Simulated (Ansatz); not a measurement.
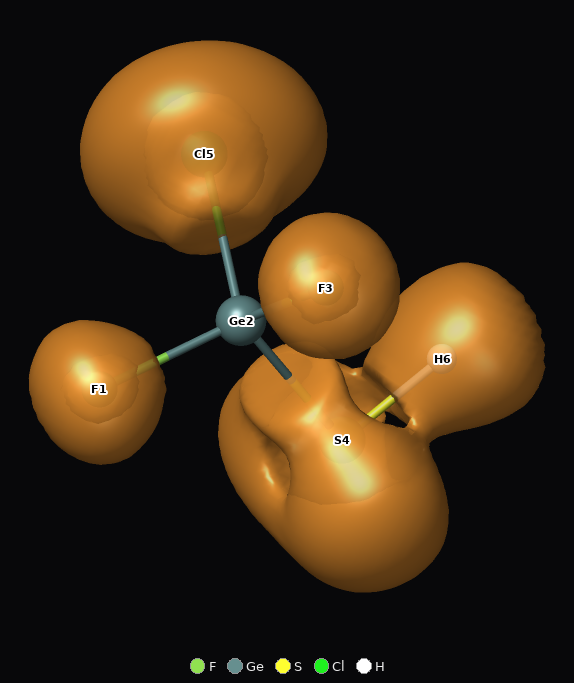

Figure. ClF2GeHS (SMILES [F][Ge]([F])([SH])[Cl]). Isosurface of the ELF at 0.75 (orange), seen at an oblique angle. Core shells and regions of very low density are left out.

The fields and orbitals are those of the mean-field reference, not of the correlated method.

These are results of Ansatz, MP2, Gaussian basis, not measurements.

Input file:

```
crystal:
  periodic: [false, false, false]
  atoms:
    - { symbol: F, position_ang: [1.2999, -1.1172, 1.4277] }
    - { symbol: Ge, position_ang: [0.3351, -0.3746, 0.0885] }
    - { symbol: F, position_ang: [-0.4673, -1.6507, -0.8441] }
    - { symbol: S, position_ang: [-1.1369, 1.0085, 0.8949] }
    - { symbol: Cl, position_ang: [1.6792, 0.7299, -1.2198] }
    - { symbol: H, position_ang: [-1.6679, 1.34, -0.3933] }
basis:
  gaussian:
    orbitals: def2-TZVP
correlation:
  method: mp2
output:
  orbitals: {}
```

Launched as:

```sh
python energy_clf2gehs.py
```

### Where are the electrons localised?

The surface consists of one region on Cl in which the atom's valence shell and bonds are merged, two regions wrapped around F (the valence shell of each) and one joined region spread over several atoms (H, S), in which their bonds and any lone pairs are merged. Along the contacts the grid gives the following. Ge–F (1.77 Å): the ELF peaks at about 0.80 in the valence shell of F, 0.6 Å from its nucleus, and is about 0.25 at the midpoint. Ge–S (2.17 Å): the ELF peaks at about 0.90 in the valence shell of S, 1.0 Å from its nucleus, and is about 0.85 at the midpoint.
